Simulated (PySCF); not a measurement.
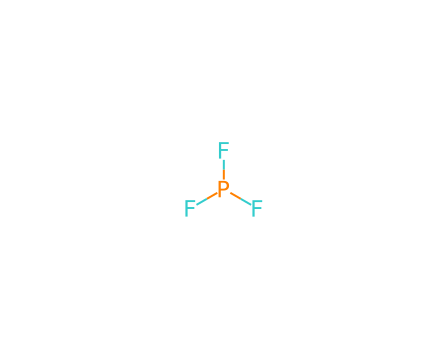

The computed structure is the end point of a PBE0-D3(BJ)/def2-SVP optimisation. No frequency run is at hand to confirm it as a minimum. Program: PySCF 2.14.0.

Compare dipole (D), polarisability (bohr³) at these levels: BHandHLYP/def2-SVPD; CAM-B3LYP/def2-SVPD; LC-wPBE/def2-SVPD; PBE0/6-31+G*; PBE0/6-31G*; PBE0/aug-cc-pVDZ; PBE0/aug-cc-pVTZ; PBE0/def2-SVP; PBE0/def2-SVPD; PBE0/def2-TZVP; PBE0/def2-TZVPD; ωB97X-D/def2-SVPD.

```
              level  dipole (D)  polarisability (bohr³)
BHandHLYP/def2-SVPD        1.47                    24.8
CAM-B3LYP/def2-SVPD        1.37                    25.9
  LC-wPBE/def2-SVPD        1.26                    25.8
       PBE0/6-31+G*        1.41                    23.9
        PBE0/6-31G*        1.16                    19.9
   PBE0/aug-cc-pVDZ        1.23                    25.8
   PBE0/aug-cc-pVTZ        1.20                    26.4
      PBE0/def2-SVP        1.30                    18.8
     PBE0/def2-SVPD        1.27                    25.9
     PBE0/def2-TZVP        1.19                    22.9
    PBE0/def2-TZVPD        1.17                    26.5
  ωB97X-D/def2-SVPD        1.29                    25.9
```
